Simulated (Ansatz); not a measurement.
# BGeC (doublet): inputs that go wrong

4 inputs are run for BGeC (doublet) as typed; the log has to tell whether the result can be used and what must change.

The runs use Ansatz 0.2.0, Gaussian basis; the settings change from run to run.

23 further runs of the same task are left out: 12 that didn't finish, 11 set aside as unsound or not needed.

### Step 1. The geometry

The geometry is a PBE0/def2-TZVP stationary point (not a proven minimum). No spin-orbit coupling is included. The filled d shell of Ge may be among the frozen orbitals whatever the setting's name suggests; the logs give the count.

3 atoms, charge 0, spin multiplicity 2.

Atoms are counted from 1 here; the program's logs count them from 0.

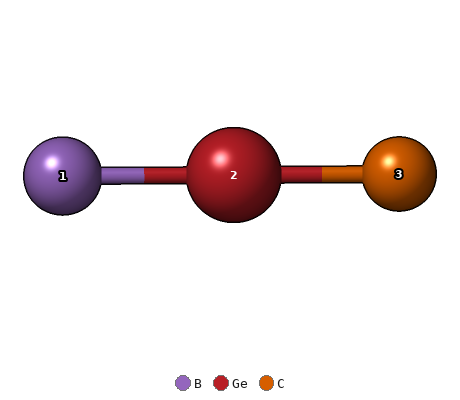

The geometry (boron purple, germanium red, carbon orange); atoms are numbered from 1 in the order of the file.

### Step 2. Try 1

File in.yaml:

```yaml
crystal:
  periodic: [false, false, false]
  atoms:
    - {symbol: B, position_ang: [0.000000, 0.000000, 1.868135]}
    - {symbol: Ge, position_ang: [0.000000, 0.000000, -0.020967]}
    - {symbol: C, position_ang: [0.000000, 0.000000, -1.847168]}
basis:
  gaussian: {orbitals: 6-31G}
magnetization: {spin_polarized: false, initial_magnetization: 1}
correlation: {method: sc_nevpt2, electrons: outside_noble_gas, active_space: {window: {electrons: 9, orbitals: 5}}}
scf: {lower_state_search: off}
output: {forces: true}
```

Started as:

```bash
> ansatz run in.yaml --threads 1 --pin off --events-out ev --progress --plain --max-ram 2393MiB
```

The log of the run:

```text
Functional definition: HF
  name "HF"
  cite "Fock, Z. Phys. 61, 126 (1930) doi:10.1007/BF01340294"
  parent pbe
  exchange = exact_x
  correlation = 0
these checks for a lower state are left out or cut short: stability, starts, cluster_reference, orbital_swaps, neighbouring_geometries, increment
503 factors; integrals over basis functions are off by at most 2.7e-4 eV
mean field evaluation 1: about -58151.7697 eV, gradient 2.5e1 eV
mean field evaluation 2: about -58151.8080 eV, gradient 2.5e1 eV
mean field evaluation 4: about -58154.7591 eV, gradient 3.2e0 eV
mean field evaluation 8: about -58154.6353 eV, gradient 4.0e0 eV
mean field evaluation 16: about -58155.6743 eV, gradient 2.5e-2 eV
mean field -58155.71982854 eV, -2137.1832843362 hartree, gradient 1.9e-6 eV, S^2 0.750000; 0 other end points of the search recorded, 0 dependent functions left out
reference -58155.71982854 eV, -2137.1832843362 hartree; 22, 21 occupied and 25, 26 virtual orbitals, 503 factors
state -58155.71982854 eV, -2137.1832843362 hartree
state -58155.71982854 eV, -2137.1832843362 hartree; corrected -58160.40187828 eV, -2137.3553464903 hartree
WARN: 4 active orbitals are nearly empty or full. The corrections depend on them more than the energy does, and are more stable in an active space without them
the calculation of the forces begins
Error: an active orbital is full or empty, and SC-NEVPT2 has no forces then: leave it out of the active space
```

Run time: 1.3 s. Hardware: 1 thread of Arm Neoverse V2, shared host.

Diagnosis: The run stopped with an error. It says: «an active orbital is full or empty, and SC-NEVPT2 has no forces then: leave it out of the active space». Cure: drop the forces, or choose an active space whose orbitals are all partly filled.

### Step 3. Try 2

File in.yaml:

```yaml
crystal:
  periodic: [false, false, false]
  atoms:
    - {symbol: B, position_ang: [0.000000, 0.000000, 1.868135]}
    - {symbol: Ge, position_ang: [0.000000, 0.000000, -0.020967]}
    - {symbol: C, position_ang: [0.000000, 0.000000, -1.847168]}
basis:
  gaussian: {orbitals: cc-pVDZ}
magnetization: {spin_polarized: true, initial_magnetization: 2}
correlation: {method: bccd_t, electrons: outside_noble_gas}
scf: {lower_state_search: full}
```

Same command.

The log of the run:

```text
Error: a molecule whose nuclei and cores have a total charge of 43 cannot have a net charge of 0 together with 2 unpaired electrons
```

It took 0.03 s on 1 thread of Arm Neoverse V2, shared host.

**Diagnosis.** The run was refused. The number of unpaired electrons doesn't fit the electron count. To mend it, make charge and initial_magnetization agree.

### Step 4. Try 3

File in.yaml:

```yaml
crystal:
  periodic: [false, false, false]
  atoms:
    - {symbol: B, position_ang: [0.000000, 0.000000, 1.868135]}
    - {symbol: Ge, position_ang: [0.000000, 0.000000, -0.020967]}
    - {symbol: C, position_ang: [0.000000, 0.000000, -1.847168]}
basis:
  gaussian: {orbitals: cc-pVDZ}
magnetization: {spin_polarized: false, initial_magnetization: 1}
correlation: {method: fic_mrcisd_q, electrons: outside_noble_gas, active_space: {window: {electrons: 3, orbitals: 3}, states: [{multiplicity: 2, weights: [1, 1]}], root: 2}}
```

Launched as before.

The log of the run:

```text
Error: the active space averages no state 2, counted from zero
```

It took 0.03 s on 1 thread of Arm Neoverse V2, shared host.

What is wrong: The run was refused. The root asked for lies beyond the states averaged. To mend it, average more states or name a lower root.

### Step 5. Try 4

File in.yaml:

```yaml
crystal:
  periodic: [false, false, false]
  atoms:
    - {symbol: B, position_ang: [0.000000, 0.000000, 1.868135]}
    - {symbol: Ge, position_ang: [0.000000, 0.000000, -0.020967]}
    - {symbol: C, position_ang: [0.000000, 0.000000, -1.847168]}
basis:
  gaussian: {orbitals: STO-3G}
magnetization: {spin_polarized: false, initial_magnetization: 1}
correlation: {active_space: {window: {electrons: 3, orbitals: 3}, places: [1, 2]}}
```

Launched as before.

The log of the run:

```text
Error: invalid value for `correlation.active_space`: name one of window, places and ras
```

It took 0.03 s on 1 thread of Arm Neoverse V2, shared host.

Diagnosis: The run was refused. The active space is defined twice. To mend it, keep one definition.

### Step 6. Summary

| try | level | ended | cause | time |
| --- | --- | --- | --- | --- |
| 1 | NEVPT2(9,5)/6-31G | stopped by an error | an active orbital is full or empty, and SC-NEVPT2 has no forces then: leave it out of the active space | 1.3 s |
| 2 | BCCD(T) on UHF/cc-pVDZ | refused | the number of unpaired electrons doesn't fit the electron count | 0.03 s |
| 3 | MRCISD+Q(3,3)/cc-pVDZ | refused | the root asked for lies beyond the states averaged | 0.03 s |
| 4 | CASSCF(3,3)/STO-3G | refused | the active space is defined twice | 0.03 s |

1 stopped by an error, 3 refused.
